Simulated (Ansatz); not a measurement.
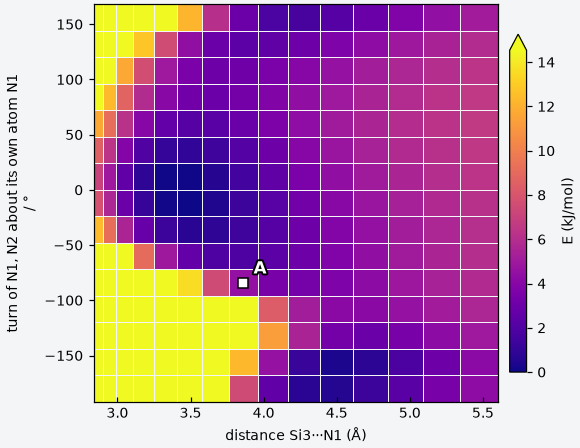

The pair N₂···FH₃Si. The turn is about an axis along (0.77, −0.63, 0.12) in the frame of the relaxed pair, normal to the line between the partners. Coordinates scanned: (1) distance Si3···N1; (2) turn of N1, N2 about its own atom N1. The scan uses a 15 × 15 grid. Points are written as (first, second). Energies are in kJ/mol, from the lowest grid point. Energies and slopes of some neighbouring points disagree (a jump in structure or state, or too coarse a mesh). Theory: Ansatz 0.2.0, RKS PBE0-D4/def2-SVPD.

In the figure: one coloured cell a grid point, one colour for all values above the top of the scale, the point A.

Q: Which way does the force act at A, and how strong is it?

A: A, at (3.858 Å, −84°), is not a stationary point. The computed force is 9.3 kJ/mol for each Å towards larger values of distance Si3···N1 and 0.24 kJ/mol for each degree towards larger values of the second coordinate.
